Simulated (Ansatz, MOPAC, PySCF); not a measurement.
H2S (SMILES S) and CH3I (SMILES CI) are pulled apart as rigid monomers along the line of their centres of mass, from the B3LYP-D3(BJ)/def2-TZVP minimum. Starting geometry (charge 0, multiplicity 1):
```xyz
8

S     -0.14422    -0.46619    -0.68131
H     -0.54897    -1.74027    -0.80641
H     -0.89930    -0.27559     0.41602
C      1.13492    -1.19411     2.94098
I     -0.93520    -0.80572     3.41155
H      1.35735    -2.19948     3.27915
H      1.23593    -1.09702     1.86539
H      1.72652    -0.45596     3.46989
```

Interaction energies with rigid monomers; basis-set methods are counterpoise corrected unless marked otherwise.

Cores are frozen in the correlated methods. Filled d and f shells under p-block atoms count as core. Rows in 3-21G carry no dispersion term and start afresh at each structure; the Pople sets are all-electron and without relativity. The state that PM7 reach isn't checked; PM7 holds dispersion and hydrogen-bond terms.

The values were computed with Ansatz (Gaussian basis) for Hartree–Fock, density functionals and correlated methods; MOPAC for PM7 (differences of heats of formation); PySCF for 3-21G rows, the dispersion terms. Each number belongs to the level named beside it. In def2 rows elements past Kr take small-core potentials, without spin–orbit coupling.

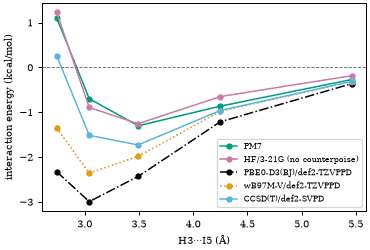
Figure. Interaction energy against separation

Question: Which level binds most strongly at H3···I5 = 3.04, and by how much?

Answer: PBE0-D3(BJ)/def2-TZVPPD, -3.0 kcal/mol.

Ansatz is a quantum-chemistry and plane-wave program.
